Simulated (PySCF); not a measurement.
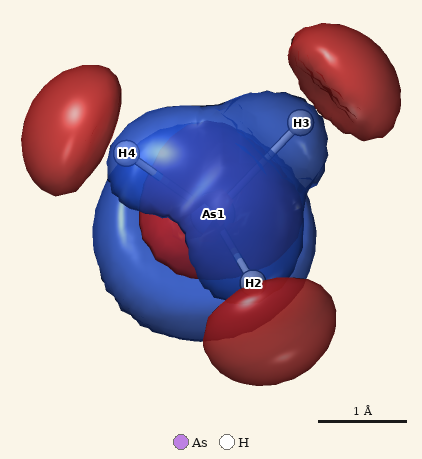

Figure 1: AsH$_{3}$, SMILES `[AsH3]`. Unrelaxed difference density of S₃ less the ground state (TDA singlet states), ±0.02 e/Å³; red: gain, blue: loss.

PySCF calculation, CAM-B3LYP/def2-SVP, gas phase; geometry: GFN2-xTB. No frequency check shows the geometry to be a minimum. GFN2-xTB bond lengths at metals and heavier atoms can be off by up to 0.1 Å and shapes distorted, which carries into these values. Without diffuse functions Rydberg states are missing, so the states' numbers hold for this basis only.

**How does the charge move on excitation?**

0.63 e is displaced in all, of which about 0.3 e passes between atoms: As1 (0.31 e) loses electrons and H2, H3 and H4 (0.10 e each) gain them. The state: 8.59 eV (144 nm), f = 0.149 (bright), partly diffuse acceptor orbital, which a basis without diffuse functions describes poorly; the leading pair carries 96 %; hole on As1 (78 %) and H2, H3 and H4 (7 % each), electron on As1 (47 %) and H2, H3 and H4 (18 % each) (atom shares of so diffuse an orbital are rough); their centroids lie 0.8 Å apart.
